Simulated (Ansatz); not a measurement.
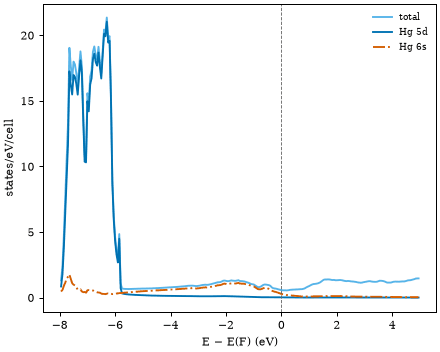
*Total and projected density of states of Hg in space group C2/m (No. 12; Hg on 4i, Hg on 2a), r²SCAN+D4 in the plane-wave PAW code Ansatz*

Problem. Which orbitals carry the states next to the Fermi level?

Solution. Within 0.5 eV of the Fermi level: Hg 6s 51 %, outside the projected shells 47 %. Projections are on Löwdin-orthogonalised atomic valence shells; empty p or d shells of many metals are not among them.

Problem. Where is the tallest occupied peak in this window, and what makes it?

Solution. Near -6.3 eV, about 21 states/eV per cell; the largest projected share is Hg 5d.

The first step of the workflow began from a Materials Project structure, measured or hypothetical; the Crystallography Open Database copy checked does not list it. It is not the usual solid phase (space group No. 166). The cell keeps a stress of up to 0.2 GPa. Symmetry was held in the r²SCAN+D4 relaxation; whether a distortion lowers the energy is not shown. The substance is a gas or liquid at ambient conditions. The pairwise dispersion correction was not fitted to metals. Spin–orbit coupling is left out wherever it is not named.

Potentials: the later of the program's two PAW sets.
